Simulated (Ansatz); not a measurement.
# Ba (Im-3m): phonon-mediated transition temperature

What Tc do the phonons of Ba (Im-3m) give, and how does it depend on μ*? The cell shown first is a relaxed one, from steps not shown here.

Main program and level: Ansatz 0.2.0; DFT PBE, scalar-relativistic, plane waves, PAW.

## Step 1: The cell after earlier relaxation steps

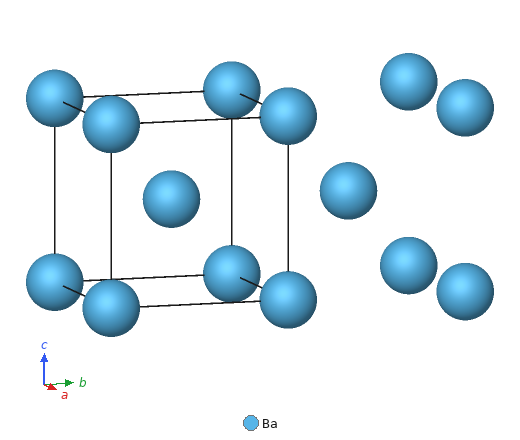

The starting structure, seen slightly off an axis (barium blue). 1×2×1 cells are drawn. This picture shows the conventional cell, with its axes. Some periodic images of atoms are drawn too.

## Step 2: Resistivity: q 2×2×2, k 6×6×6, scattering 12×12×12

The run that gives the couplings also evaluates McMillan's and Allen and Dynes's formulas and, where asked, the Eliashberg equations, over a range of μ*.

Input file input.yaml:

```yaml
crystal:
  lattice:
    - [-2.5065, 2.5065, 2.5065]
    - [2.5065, -2.5065, 2.5065]
    - [2.5065, 2.5065, -2.5065]
  atoms:
    - { symbol: Ba, position: [0.0, 0.0, 0.0] }
kpoints:
  mp_grid: { grid: [6, 6, 6] }
hamiltonian:
  xc: pbe
scf:
  occupations: { method: methfessel_paxton, width: 0.2 }
output:
  eigenvalues: true
phonons:
  method: dfpt
  qmesh: [2, 2, 2]
  temperatures: { t_max: 1000, t_step: 50 }
  qpath:
    path:
      - [[0.0, 0.0, 0.0], [0.5, -0.5, 0.5], [0.0, 0.0, 0.5], [0.0, 0.0, 0.0], [0.25, 0.25, 0.25], [0.5, -0.5, 0.5]]
      - [[0.25, 0.25, 0.25], [0.0, 0.0, 0.5]]
    npoints: 10
  electrical_resistivity:
    mesh: [12, 12, 12]
    temperatures: [20.0, 50.0, 80.0, 100.0, 150.0, 200.0, 273.0, 300.0, 400.0, 500.0, 600.0, 800.0]
  superconductivity: { mesh: [12, 12, 12] }
```

Launch:

```sh
ansatz run input.yaml --threads 4 --pin off --max-ram 10240MiB --backend cpu --events-out ev --progress --plain --runs-dir out
```

Numbers of over 12 decimals in the logs are rounded to 6 here.

The program printed:

```text
Engine: ansatz 0.2.0, x86_64-unknown-linux-gnu
Pseudopotentials: kind: paw
Pseudopotential: Ba, paw, valence charge 10, recommended cutoff 420 eV (normal), Ba.paw.azcp
Functional definition: PBE
  parameter kappa = 0.804
  parameter beta = 0.066725
  exchange = pbe_x(kappa = kappa, mu = beta*pi^2/3)
  correlation = pbe_c(beta = beta)
Crystal: 1 atoms, lattice volume = 62.989 Å³
Basis set: ecut = 420 eV, 1253 PW (Γ), exchange–correlation on 60×60×60 points (8 copies of the dense FFT grid, shifted against one another)
Bands: 9, of which v1, the nominal top of the filled ones, is band 5 counted from 1 (4 counted from 0)
Symmetry: 48 space group operations
k-points: 16 of 216
Non-local potential: Ba, projectors of the file, l = 0: 3, l = 1: 2, l = 2: 2, l = 3: 2
PAW form: soft (Blöchl's): semilocal exchange-correlation on the pseudo side does not see the compensation charge
PAW one-centre angular grid: Ba, 194 points (default); XC on 64 Gauss nodes
Initial density: superposition of atomic densities (neutral atoms: chi_scale 0, normalization atom), corrected by the library's trained network
Initial wavefunctions: pseudopotential atomic-orbital guess
Functional: x = pbe(κ = 0.804, μ = 0.219515), c = pbe(β = 0.066725)
SCF iter   1: F=—  HF=-5949.532442 eV  |F-HF|=—  |Δ(HF+E_count)|=         —  Δρ=1.08e-3  dr2=1.21e-3  ethr=1.77e-3  ⟨swp⟩=6.9  Hψ=1305  notcnv=0
preconditioner: auto → Kerker (q_TF=auto, 2.008 Å⁻¹)  [metal: Δε(μ)=0.039 eV  Ē_g=2.783 eV  σ=0.200 eV  W_gap=0.16  n_scr=12 (ndim 8)  ℏωp=6.6 eV  f_vac=0.000  D(μ)=1.86/eV (n_scr^D=12)]
SCF iter   2: F=—  HF=-5949.532470 eV  |F-HF|=—  |Δ(HF+E_count)|=   2.78e-5  S|Δr|=    0.00e0  Δρ=7.56e-4  dr2=6.28e-4  ethr=1.21e-5  ⟨swp⟩=2.8  Hψ=334  notcnv=0
SCF iter   3: F=—  HF=-5949.532425 eV  |F-HF|=—  |Δ(HF+E_count)|=   4.50e-5  S|Δr|=    0.00e0  Δρ=1.35e-4  dr2=1.68e-5  ethr=6.28e-6  ⟨swp⟩=2.1  Hψ=221  notcnv=0
SCF iter   4: F=—  HF=-5949.532426 eV  |F-HF|=—  |Δ(HF+E_count)|=   1.91e-6  S|Δr|=    0.00e0  Δρ=6.06e-5  dr2=1.46e-6  ethr=1.68e-7  ⟨swp⟩=2.0  Hψ=224  notcnv=0
SCF iter   5: F=—  HF=-5949.532428 eV  |F-HF|=—  |Δ(HF+E_count)|=   1.30e-6  S|Δr|=    0.00e0  Δρ=8.81e-6  dr2=4.93e-8  ethr=1.46e-8  ⟨swp⟩=2.0  Hψ=211  notcnv=0
SCF iter   6: F=—  HF=-5949.532428 eV  |F-HF|=—  |Δ(HF+E_count)|=   4.14e-8  S|Δr|=    0.00e0  Δρ=1.70e-6  dr2=1.91e-9  ethr=4.93e-10  ⟨swp⟩=2.9  Hψ=221  notcnv=0
SCF iter   7: F=—  HF=-5949.532428 eV  |F-HF|=—  |Δ(HF+E_count)|=   2.87e-9  S|Δr|=    0.00e0  Δρ=4.36e-7  dr2=1.23e-10  ethr=1.91e-11  ⟨swp⟩=2.8  Hψ=209  notcnv=0
SCF iter   8: F=-5949.532428 eV  HF=-5949.532428 eV  |F-HF|=6.37e-12  |Δ(HF+E_count)|=  1.46e-10  S|Δr|=    0.00e0  Δρ=1.14e-7  dr2=4.78e-12  ethr=1.00e-12  ⟨swp⟩=6.0  Hψ=627  notcnv=0
SCF 1 converged in 8 iterations: F = -5949.532428 eV  dr2 = 4.78e-12
  greatest PAW one-centre occupation: 0.959 electrons in one spin orbital (limit 2), on the Ba atom at site 0 (counted from 0), in its partial waves of l = 0
NSCF: frozen V_eff on 16 k-points
NSCF: frozen V_eff on 30 k-points
DFPT response loops at q = (0, 0, 0) (fractional): preconditioner auto → Kerker (q_TF=auto, 2.008 Å⁻¹) (partly filled bands, converged f_vac=0.000); β = 1.00, the filter's whole step (`scf.mixing.beta` (0.50) is not read by the response loops under this deck's `scf.mixing.preconditioner`; to damp them name `kerker` or `kerker_dos`, under which they read `scf.mixing.beta`, and type it under 1.00, their step now; both keys bind the ground state too); Broyden in place of MSR1
NSCF: frozen V_eff on 136 k-points
DFPT response loops at q = (0, 0, -0.5) (fractional): mixed as the last ones told, above
NSCF: frozen V_eff on 60 k-points
DFPT response loops at q = (-0.5, -0.5, -0.5) (fractional): mixed as the last ones told, above
SCF iter   1: F=—  HF=-5949.532442 eV  |F-HF|=—  |Δ(HF+E_count)|=         —  Δρ=1.08e-3  dr2=1.21e-3  ethr=1.77e-3  ⟨swp⟩=6.9  Hψ=1305  notcnv=0
SCF iter   2: F=—  HF=-5949.532470 eV  |F-HF|=—  |Δ(HF+E_count)|=   2.78e-5  S|Δr|=    0.00e0  Δρ=7.56e-4  dr2=6.28e-4  ethr=1.21e-5  ⟨swp⟩=2.8  Hψ=334  notcnv=0
SCF iter   3: F=—  HF=-5949.532425 eV  |F-HF|=—  |Δ(HF+E_count)|=   4.50e-5  S|Δr|=    0.00e0  Δρ=1.35e-4  dr2=1.68e-5  ethr=6.28e-6  ⟨swp⟩=2.1  Hψ=221  notcnv=0
SCF iter   4: F=—  HF=-5949.532426 eV  |F-HF|=—  |Δ(HF+E_count)|=   1.91e-6  S|Δr|=    0.00e0  Δρ=6.06e-5  dr2=1.46e-6  ethr=1.68e-7  ⟨swp⟩=2.0  Hψ=224  notcnv=0
SCF iter   5: F=—  HF=-5949.532428 eV  |F-HF|=—  |Δ(HF+E_count)|=   1.30e-6  S|Δr|=    0.00e0  Δρ=8.81e-6  dr2=4.93e-8  ethr=1.46e-8  ⟨swp⟩=2.0  Hψ=211  notcnv=0
SCF iter   6: F=—  HF=-5949.532428 eV  |F-HF|=—  |Δ(HF+E_count)|=   4.14e-8  S|Δr|=    0.00e0  Δρ=1.70e-6  dr2=1.91e-9  ethr=4.93e-10  ⟨swp⟩=2.9  Hψ=221  notcnv=0
SCF iter   7: F=—  HF=-5949.532428 eV  |F-HF|=—  |Δ(HF+E_count)|=   2.87e-9  S|Δr|=    0.00e0  Δρ=4.36e-7  dr2=1.23e-10  ethr=1.91e-11  ⟨swp⟩=2.8  Hψ=209  notcnv=0
SCF iter   8: F=-5949.532428 eV  HF=-5949.532428 eV  |F-HF|=6.37e-12  |Δ(HF+E_count)|=  1.46e-10  S|Δr|=    0.00e0  Δρ=1.15e-7  dr2=4.79e-12  ethr=1.00e-12  ⟨swp⟩=2.9  Hψ=359  notcnv=0
SCF 2 converged in 8 iterations: F = -5949.532428 eV  dr2 = 4.79e-12
NSCF: frozen V_eff on 72 k-points
SCF converged after 8 iterations
Stability not checked: this state was not tested for a lower state beside it, because cold or Methfessel-Paxton smearing, or corrected tetrahedra, fill the levels in a way that the test cannot read (fill_not_monotonic; see scf.lower_state_search)
Free energy (F): -5949.532428 eV
Harris-Foulkes:  -5949.532428 eV  (|F-HF|=6.37e-12)
Internal energy: -5949.527686 eV  (E = F + TS)
E sigma→0 (E₀):  -5949.531242 eV
Entropy (-TS):   -0.004741 eV (-4.741 meV/atom)
Fermi energy:    5.858134 eV
--- Per-component energies (eV) ---
  E_band       = -84.911089
  E_kinetic    = 166.411435
  E_local      = -376.956109  (includes V_loc(G=0)·N_el)
  E_nonlocal   = 57.086064
  E_hartree    = 118.944783
  E_xc         = -166.512707
  E_vxc        = -133.576126  (∫ρ·V_xc dr)
  E_paw        = -5225.823398  (= ΣΔE_a)
  E_vpaw       = -35.765895  (= ΣTr[D̂ρ^β])
  E_aug_tail   = -0.000002  (compensation charges beyond the density's cutoff)
  E_ewald      = -522.677753
  E_smearing   = -0.004741  (= −TS)
  E_closure    = -0.000000  (closes the sum)
  Σ components = -5949.532428   (vs F -5949.532428, Δ=0.00e0)
--- Band table (eV; the first three rows and the last of 16) ---
  k-point 0: bands = ["-23.0357", "-7.9870", "-7.9870", "-7.9870", "3.0945", "7.6737", "7.6737", "7.6737", "9.0707"]
  k-point 1: bands = ["-23.0249", "-8.1087", "-8.0247", "-7.9877", "3.5886", "7.2945", "7.3348", "8.1666", "8.6997"]
[...]
mean free path at 20 K (of a tensor a third of its trace): 448 nm by what each carries, 289 by the Fermi surface alone
  Hall coefficient in a weak field at 20 K (a third of the trace): 1.950e-9 m³/C (how far it moves between the two finest meshes is not known); by each state's relaxation time: 2.152e-9 m³/C; by a constant relaxation time: 9.711e-10 m³/C
  mean free path at 50 K (of a tensor a third of its trace): 77.7 nm by what each carries, 57.2 by the Fermi surface alone
  Hall coefficient in a weak field at 50 K (a third of the trace): 1.645e-9 m³/C (how far it moves between the two finest meshes is not known); by each state's relaxation time: 1.817e-9 m³/C; by a constant relaxation time: 9.698e-10 m³/C
  mean free path at 80 K (of a tensor a third of its trace): 43.3 nm by what each carries, 32.4 by the Fermi surface alone
  Hall coefficient in a weak field at 80 K (a third of the trace): 1.614e-9 m³/C (how far it moves between the two finest meshes is not known); by each state's relaxation time: 1.774e-9 m³/C; by a constant relaxation time: 9.691e-10 m³/C
  mean free path at 100 K (of a tensor a third of its trace): 33.7 nm by what each carries, 25.3 by the Fermi surface alone
  Hall coefficient in a weak field at 100 K (a third of the trace): 1.610e-9 m³/C (how far it moves between the two finest meshes is not known); by each state's relaxation time: 1.766e-9 m³/C; by a constant relaxation time: 9.679e-10 m³/C
  mean free path at 150 K (of a tensor a third of its trace): 21.8 nm by what each carries, 16.4 by the Fermi surface alone
  Hall coefficient in a weak field at 150 K (a third of the trace): 1.607e-9 m³/C (how far it moves between the two finest meshes is not known); by each state's relaxation time: 1.758e-9 m³/C; by a constant relaxation time: 9.643e-10 m³/C
  mean free path at 200 K (of a tensor a third of its trace): 16.2 nm by what each carries, 12.2 by the Fermi surface alone
  Hall coefficient in a weak field at 200 K (a third of the trace): 1.608e-9 m³/C (how far it moves between the two finest meshes is not known); by each state's relaxation time: 1.755e-9 m³/C; by a constant relaxation time: 9.607e-10 m³/C
  mean free path at 273 K (of a tensor a third of its trace): 11.7 nm by what each carries, 8.77 by the Fermi surface alone
  Hall coefficient in a weak field at 273 K (a third of the trace): 1.614e-9 m³/C (how far it moves between the two finest meshes is not known); by each state's relaxation time: 1.755e-9 m³/C; by a constant relaxation time: 9.553e-10 m³/C
  mean free path at 300 K (of a tensor a third of its trace): 10.6 nm by what each carries, 7.94 by the Fermi surface alone
  Hall coefficient in a weak field at 300 K (a third of the trace): 1.617e-9 m³/C (how far it moves between the two finest meshes is not known); by each state's relaxation time: 1.755e-9 m³/C; by a constant relaxation time: 9.533e-10 m³/C
  mean free path at 400 K (of a tensor a third of its trace): 7.81 nm by what each carries, 5.84 by the Fermi surface alone
  Hall coefficient in a weak field at 400 K (a third of the trace): 1.631e-9 m³/C (how far it moves between the two finest meshes is not known); by each state's relaxation time: 1.759e-9 m³/C; by a constant relaxation time: 9.442e-10 m³/C
  mean free path at 500 K (of a tensor a third of its trace): 6.15 nm by what each carries, 4.58 by the Fermi surface alone
  Hall coefficient in a weak field at 500 K (a third of the trace): 1.648e-9 m³/C (how far it moves between the two finest meshes is not known); by each state's relaxation time: 1.763e-9 m³/C; by a constant relaxation time: 9.320e-10 m³/C
  mean free path at 600 K (of a tensor a third of its trace): 5.06 nm by what each carries, 3.75 by the Fermi surface alone
  Hall coefficient in a weak field at 600 K (a third of the trace): 1.662e-9 m³/C (how far it moves between the two finest meshes is not known); by each state's relaxation time: 1.763e-9 m³/C; by a constant relaxation time: 9.163e-10 m³/C
  mean free path at 800 K (of a tensor a third of its trace): 3.70 nm by what each carries, 2.72 by the Fermi surface alone
  Hall coefficient in a weak field at 800 K (a third of the trace): 1.670e-9 m³/C (how far it moves between the two finest meshes is not known); by each state's relaxation time: 1.741e-9 m³/C; by a constant relaxation time: 8.738e-10 m³/C
  the resistivity times a path that all electrons share, by the Fermi surface of the deck's mesh alone (a third of the trace): 2.614e-15 Ω·m²
  not converged in the mesh (λ; λ_tr; the resistivity at 20 K by 24.58 %; the resistivity at 50 K by 17.25 %; the resistivity at 80 K by 16.86 %; the resistivity at 100 K by 16.74 %; the resistivity at 150 K by 16.06 %; the resistivity at 200 K by 15.32 %; the resistivity at 273 K by 14.48 %; the resistivity at 300 K by 14.24 %; the resistivity at 400 K by 13.58 %; the resistivity at 500 K by 13.16 %; the resistivity [...]
  vibrations of 8 cells: unjudged by the run; compare a larger repeat
  the changes of the potential over all sites missed a rigid shift's by 0.00 % (the site terms' by 0.12 %)
  between the force constants' wavevectors the phonons are obtained by Fourier interpolation alone: along a vector of fewer than three repeats the shortest translation of the supercell is 8.683 Å, and under 10.853 Å the phonon self-energy is left out by default: enlarge phonons.supercell (under dfpt, phonons.qmesh)
--- Superconductivity: potentials and phonons of a 2×2×2 supercell ---
           mesh         λ    ħω_log (meV)  μ* declared at (meV)
       12×12×12    0.2486           4.472                5.361
          6×6×6    0.2969           4.229                5.179
          3×3×3    0.5570           5.025                6.083
  λ by the species' shares of the modes' patterns: Ba 0.2486
  with the Fermi level up to 9.3 meV (the hardest mode) off, states and modes as they are: density of states 0.5667 to 0.5831 /eV of one spin and cell, λ 0.2465 to 0.2515
  transition temperature on the deck's mesh (K), isotropic and anisotropic, restricted to the Fermi surface (FSR) and over the full bandwidth (FBW), and the last with the density of states resolved in a narrower window:
        μ*   McMillan   Allen–Dynes      iso. FSR      iso. FBW    aniso. FSR    aniso. FBW  narrow window
      0.08      0.011         0.011    none_found    none_found    none_found    none_found     none_found
      0.10      0.003         0.003    none_found    none_found    none_found    none_found     none_found
      0.12      0.000         0.000    none_found    none_found    none_found    none_found     none_found
      0.13      0.000         0.000    none_found    none_found    none_found    none_found     none_found
      0.14      0.000         0.000    none_found    none_found    none_found    none_found     none_found
      0.16      0.000         0.000    none_found    none_found    none_found    none_found     none_found
      0.20      0.000         0.000    none_found    none_found    none_found    none_found     none_found
  none_found: no transition down to 0.1 K
  isotope coefficients −∂ln Tc/∂ln M under μ* = 0.13, the force constants as they are, of the isotropic transitions restricted to the Fermi surface and over the full bandwidth: Ba - and -
  not converged in the mesh (λ): between neighbouring meshes, the two finest first, λ moves by 19.40 % and 87.62 % and the anisotropic transition temperature over the full bandwidth at μ* = 0.13 by nothing (neither mesh has one) and (not known); converged means that the two finest part by at most 2.00 % and 5.00 %
  vibrations of 8 cells: unjudged by the run; compare a larger repeat
  the changes of the potential over all sites missed a rigid shift's by 0.00 % (the site terms' by 0.12 %)
  between the force constants' wavevectors the phonons are obtained by Fourier interpolation alone: along a vector of fewer than three repeats the shortest translation of the supercell is 8.683 Å, and under 10.853 Å the phonon self-energy is left out by default: enlarge phonons.supercell (under dfpt, phonons.qmesh)
```

It took 13 s on 4 threads of Intel Xeon 6975P-C (Granite Rapids), shared host; peak memory 0.64 GiB.

In the SCF lines HF is the Harris–Foulkes energy and dr2 the Hartree energy of the density residual, in eV; the loop may stop once dr2 is under the threshold and the program's other checks hold. Hψ counts applications of the Hamiltonian.

Numbers from this step:

| Property | Result |
| --- | --- |
| volume per atom | 62.99 Å³ |
| metallic on mesh | yes |
| gap on the k-mesh | 0 eV |
| zero point energy | 0.009312 eV/cell |
| share of imaginary modes in the plain interpolation between solved wavevectors | 0 |
| highest frequency, solved or plainly interpolated | 75.22 cm⁻¹ |
| Debye temperature (second moment) | 98 K |
| resistivity at 300 K | 32.91 μΩ cm |
| coupling constant λ | 0.2486 |
| density of states at the Fermi level | 0.5747 states/eV a spin and cell |
| log mean phonon energy ħω_log | 4.472 meV |
| transport coupling constant λ_tr | 0.2322, 0.2322, 0.2322 (xx, yy, zz) |
| Drude plasma energy | 2.764, 2.764, 2.764 eV (xx, yy, zz) |
| resistivity times mean free path | 26.14, 26.14, 26.14 × 10⁻¹⁶ Ω m² (xx, yy, zz) |
| second-moment phonon energy ħω₂ | 5.361 meV |
| coupling λ by branch | 0.149, 0.0512, 0.0483 (branches by rank of frequency) |

An empty cell: under 1 mK by a formula, or no transition down to the floor of the Eliashberg search. Transition temperatures:

```tsv
μ*	McMillan Tc (K)	Allen–Dynes Tc (K)
0.08	0.0107	0.0108
0.1	0.00253	0.00255
0.12	-	-
0.13	-	-
0.14	-	-
0.16	-	-
0.2	-	-
```

(Part 1 of 2 ends here.)

[Logs are printed without paths, hosts, clocks, repeated set-up lines and the standing remarks that a program may print on its own settings, such as how far it seeks lower states.]

[Hosts, paths, dates, database ids (printed as entryN), source tags and the programs' standing remarks are cut or masked in the printed files.]
